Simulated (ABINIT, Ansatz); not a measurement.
# NbB2 (P6/mmm): zone-centre phonons, part 3 of 3

Which modes does NbB2 (P6/mmm) have at the zone centre?

ABINIT 10.8.3; DFT LDA, scalar-relativistic, plane waves, JTH PAW pseudopotentials.

So far. Step 3 (Ground state): The cell stands at -0.24 GPa: the relaxation ran with a smoothed and higher cutoff, and the difference is a stress of the finite basis. Step 4 (Linear response at Γ): The acoustic modes at Γ come out as far as 5.8 cm⁻¹ from zero, where they should vanish, a small numerical error. The relaxed cell has a = 3.072, c = 3.280 Å (conventional setting).

The database entry behind the starting cell differs from later determinations by our own check (an axis about 1.2 % long against later determinations), so it need not match the best structure at ambient conditions.

## (5) Zone-centre analysis

anaddb reads the merged derivatives and imposes the acoustic sum rule.

File anaddb.abi:

```
ddb_filepath "gamma_DDB"
output_file "anaddb.abo"
outdata_prefix "anaddb"
asr 1
chneut 1
enunit 2
eivec 1
nph1l 1
qph1l 0.0 0.0 0.0 1.0
```

File mrgddb.in:

```
gamma_DDB
merged
1
dfpt_gammao_DDB
```

Launch:

```console
$ mrgddb < mrgddb.in > mrgddb.log
$ OMP_NUM_THREADS=1 anaddb anaddb.abi > anaddb.log
```

anaddb.abo, the main output file:

```text
-outvars_anaddb: echo values of input variables ----------------------

 Miscellaneous information :
      enunit         2
       eivec         1
         asr         1
 First list of wavevector (reduced coord.) :
       nph1l         1
       qph1l
                     0.00000000E+00  0.00000000E+00  0.00000000E+00    1.000E+00

================================================================================

 read the DDB information and perform some checks

  ==== Info on the Cryst% object ====
 Real(R)+Recip(G) space primitive vectors, cartesian coordinates (Bohr,Bohr^-1):
 R(1)=  5.8051341  0.0000000  0.0000000  G(1)=  0.1722613  0.0994551  0.0000000
 R(2)= -2.9025671  5.0273936  0.0000000  G(2)=  0.0000000  0.1989102  0.0000000
 R(3)=  0.0000000  0.0000000  6.1978654  G(3)=  0.0000000  0.0000000  0.1613459
 Unit cell volume ucvol=  1.8088281E+02 bohr^3
 Angles (23,13,12)=  9.00000000E+01  9.00000000E+01  1.20000000E+02 degrees
 Time-reversal symmetry is present
 Reduced atomic positions [iatom, xred, symbol]:
    1)    0.0000000  0.0000000  0.0000000  Nb
    2)    0.3333333  0.6666667  0.5000000   B
    3)    0.6666667  0.3333333  0.5000000   B

 DDB file with 1 blocks has been read.

================================================================================

 Treat the first list of vectors

  Phonon wavevector (reduced coordinates) :  0.00000  0.00000  0.00000
 Phonon energies in Hartree :
   0.000000E+00  0.000000E+00  0.000000E+00  2.025516E-03  2.025516E-03
   2.258354E-03  2.582625E-03  3.802912E-03  3.802912E-03
 Phonon energies in meV     :
-  0.000000E+00  0.000000E+00  0.000000E+00  5.511710E+01  5.511710E+01
-  6.145294E+01  7.027682E+01  1.034825E+02  1.034825E+02
 Phonon frequencies in cm-1    :
-  0.000000E+00  0.000000E+00  0.000000E+00  4.445494E+02  4.445494E+02
-  4.956514E+02  5.668207E+02  8.346427E+02  8.346427E+02
 Phonon frequencies in Thz     :
-  0.000000E+00  0.000000E+00  0.000000E+00  1.332726E+01  1.332726E+01
-  1.485925E+01  1.699286E+01  2.502196E+01  2.502196E+01
 Phonon energies in Kelvin  :
-  0.000000E+00  0.000000E+00  0.000000E+00  6.396074E+02  6.396074E+02
-  7.131317E+02  8.155286E+02  1.200865E+03  1.200865E+03

 Eigendisplacements
 (will be given, for each mode : in cartesian coordinates
   for each atom the real part of the displacement vector,
   then the imaginary part of the displacement vector - absolute values smaller than 1.0d-7 are set to zero)
  Mode number    1   Energy    0.000000E+00
 Attention : low frequency mode.
   (Could be unstable or acoustic mode)
-  1  0.00000000E+00  0.00000000E+00 -2.18858510E-03
-     0.00000000E+00  0.00000000E+00  0.00000000E+00
-  2  0.00000000E+00  0.00000000E+00 -2.18858380E-03
-     0.00000000E+00  0.00000000E+00  0.00000000E+00
-  3  0.00000000E+00  0.00000000E+00 -2.18858380E-03
-     0.00000000E+00  0.00000000E+00  0.00000000E+00
  Mode number    2   Energy    0.000000E+00
 Attention : low frequency mode.
   (Could be unstable or acoustic mode)
-  1  5.02349389E-07 -2.18858534E-03  0.00000000E+00
-     0.00000000E+00  0.00000000E+00  0.00000000E+00
-  2  5.02348731E-07 -2.18858247E-03  0.00000000E+00
-     0.00000000E+00  0.00000000E+00  0.00000000E+00
-  3  5.02348731E-07 -2.18858247E-03  0.00000000E+00
-     0.00000000E+00  0.00000000E+00  0.00000000E+00
  Mode number    3   Energy    0.000000E+00
 Attention : low frequency mode.
   (Could be unstable or acoustic mode)
-  1  2.18858534E-03  5.02350125E-07  0.00000000E+00
-     0.00000000E+00  0.00000000E+00  0.00000000E+00
-  2  2.18858247E-03  5.02349467E-07  0.00000000E+00
-     0.00000000E+00  0.00000000E+00  0.00000000E+00
-  3  2.18858247E-03  5.02349467E-07  0.00000000E+00
-     0.00000000E+00  0.00000000E+00  0.00000000E+00
  Mode number    4   Energy    2.025516E-03
-  1  5.64106569E-04 -8.92485542E-04  0.00000000E+00
-     0.00000000E+00  0.00000000E+00  0.00000000E+00
-  2 -2.42388160E-03  3.83487696E-03  0.00000000E+00
-     0.00000000E+00  0.00000000E+00  0.00000000E+00
-  3 -2.42388160E-03  3.83487696E-03  0.00000000E+00
-     0.00000000E+00  0.00000000E+00  0.00000000E+00
  Mode number    5   Energy    2.025516E-03
-  1  8.92485542E-04  5.64106569E-04  0.00000000E+00
-     0.00000000E+00  0.00000000E+00  0.00000000E+00
-  2 -3.83487696E-03 -2.42388160E-03  0.00000000E+00
-     0.00000000E+00  0.00000000E+00  0.00000000E+00
-  3 -3.83487696E-03 -2.42388160E-03  0.00000000E+00
-     0.00000000E+00  0.00000000E+00  0.00000000E+00
  Mode number    6   Energy    2.258354E-03
;  1  0.00000000E+00  0.00000000E+00  1.05581625E-03
;     0.00000000E+00  0.00000000E+00  0.00000000E+00
;  2  0.00000000E+00  0.00000000E+00 -4.53668136E-03
;     0.00000000E+00  0.00000000E+00  0.00000000E+00
;  3  0.00000000E+00  0.00000000E+00 -4.53668136E-03
;     0.00000000E+00  0.00000000E+00  0.00000000E+00
  Mode number    7   Energy    2.582625E-03
;  1  0.00000000E+00  0.00000000E+00  0.00000000E+00
;     0.00000000E+00  0.00000000E+00  0.00000000E+00
;  2  0.00000000E+00  0.00000000E+00  5.03700077E-03
;     0.00000000E+00  0.00000000E+00  0.00000000E+00
;  3  0.00000000E+00  0.00000000E+00 -5.03700077E-03
;     0.00000000E+00  0.00000000E+00  0.00000000E+00
  Mode number    8   Energy    3.802912E-03
-  1  0.00000000E+00  0.00000000E+00  0.00000000E+00
-     0.00000000E+00  0.00000000E+00  0.00000000E+00
-  2  2.69784339E-03 -4.25358882E-03  0.00000000E+00
-     0.00000000E+00  0.00000000E+00  0.00000000E+00
-  3 -2.69784339E-03  4.25358882E-03  0.00000000E+00
-     0.00000000E+00  0.00000000E+00  0.00000000E+00
  Mode number    9   Energy    3.802912E-03
-  1  0.00000000E+00  0.00000000E+00  0.00000000E+00
-     0.00000000E+00  0.00000000E+00  0.00000000E+00
-  2  4.25358882E-03  2.69784339E-03  0.00000000E+00
-     0.00000000E+00  0.00000000E+00  0.00000000E+00
-  3 -4.25358882E-03 -2.69784339E-03  0.00000000E+00
-     0.00000000E+00  0.00000000E+00  0.00000000E+00

 Analysis of degeneracies and characters (maximum tolerance=1.00E-06 a.u.)
 For each vibration mode, or group of modes if degenerate,
 the characters are given for each symmetry operation (see the list in the log file).
 Symmetry characters of vibration mode #   1
       degenerate with vibration modes #   2 to    3
  3.0 -3.0  1.0 -1.0  2.0 -2.0  1.0 -1.0 -0.0  0.0  1.0 -1.0 -1.0  1.0  1.0 -1.0
 -0.0  0.0  1.0 -1.0  2.0 -2.0  1.0 -1.0
 Symmetry characters of vibration mode #   4
        degenerate with vibration mode #   5
  2.0 -2.0 -0.0  0.0  1.0 -1.0 -0.0  0.0 -1.0  1.0  0.0  0.0 -2.0  2.0  0.0 -0.0
 -1.0  1.0  0.0 -0.0  1.0 -1.0  0.0  0.0
 Symmetry characters of vibration mode #   6
  1.0 -1.0  1.0 -1.0  1.0 -1.0  1.0 -1.0  1.0 -1.0  1.0 -1.0  1.0 -1.0  1.0 -1.0
  1.0 -1.0  1.0 -1.0  1.0 -1.0  1.0 -1.0
 Symmetry characters of vibration mode #   7
  1.0  1.0 -1.0 -1.0 -1.0 -1.0  1.0  1.0  1.0  1.0 -1.0 -1.0 -1.0 -1.0  1.0  1.0
  1.0  1.0 -1.0 -1.0 -1.0 -1.0  1.0  1.0
 Symmetry characters of vibration mode #   8
        degenerate with vibration mode #   9
  2.0  2.0 -0.0 -0.0 -1.0 -1.0  0.0  0.0 -1.0 -1.0 -0.0 -0.0  2.0  2.0 -0.0 -0.0
 -1.0 -1.0  0.0  0.0 -1.0 -1.0 -0.0 -0.0
-
```

It took 0.72 s on 1 thread of Intel Xeon at 2.70GHz, shared host.

This step gave:

```
highest optical zone-centre mode (no LO-TO term) : 834.6 cm⁻¹
lowest optical zone-centre mode                  : 444.6 cm⁻¹
```

No LO-TO term; unit eigenvectors of the mass-weighted matrix, from anaddb's displacements. The modes at Γ (shares of kinetic energy by element, %):

| mode | frequency (cm⁻¹) | Nb % | B % |
| --- | --- | --- | --- |
| 1 | 0.0 | 81 | 19 |
| 2 | 0.0 | 81 | 19 |
| 3 | 0.0 | 81 | 19 |
| 4 | 444.5 | 19 | 81 |
| 5 | 444.5 | 19 | 81 |
| 6 | 495.7 | 19 | 81 |
| 7 | 566.8 | 0 | 100 |
| 8 | 834.6 | 0 | 100 |
| 9 | 834.6 | 0 | 100 |

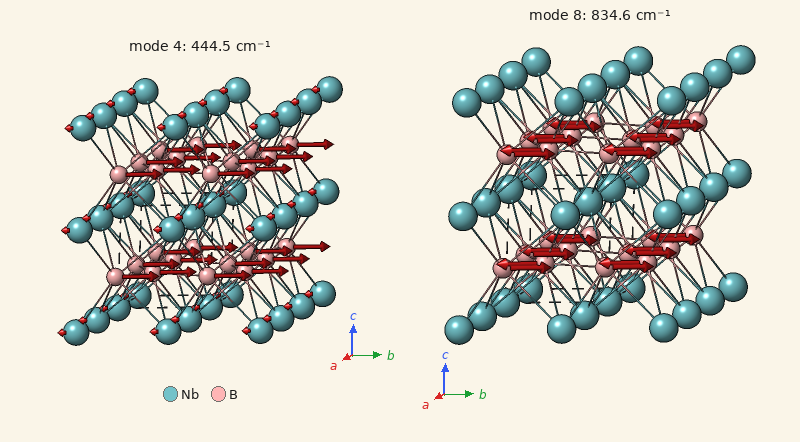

Displacement patterns of modes 4 and 8 at Γ; arrows are exaggerated. 3×2×2 cells are drawn. Some periodic images of atoms are drawn too.

The rule moves no optical mode by more than 0.2 cm⁻¹.

## (6) Results

```json
{
  "space group after relaxation": "P6/mmm",
  "volume per atom": "8.93 Å³",
  "highest optical zone-centre mode (no LO-TO term)": "834.6 cm⁻¹",
  "lowest optical zone-centre mode": "444.6 cm⁻¹",
  "imaginary optical modes at the zone centre (no q mesh in this session)": "none"
}
```

At the LDA level the optical modes of NbB2 (P6/mmm) at the zone centre run from 445 to 835 cm⁻¹. These are harmonic frequencies at zero temperature: anharmonic shifts and linewidths and thermal expansion are left out. In a metal the frequencies hang on the k mesh and the smearing, most of all near Kohn anomalies. The runs are without spin polarisation, although the cell has an odd electron count or an open d or f shell, so a magnetic state was not tested.

[Host names and launcher messages were left out of these logs when they were recorded.]

[Logs are printed without paths, hosts, clocks, repeated set-up lines and the standing remarks that a program may print on its own settings, such as how far it seeks lower states.]

[Hosts, paths, dates, database ids (printed as entryN), source tags and the programs' standing remarks are cut or masked in the printed files.]
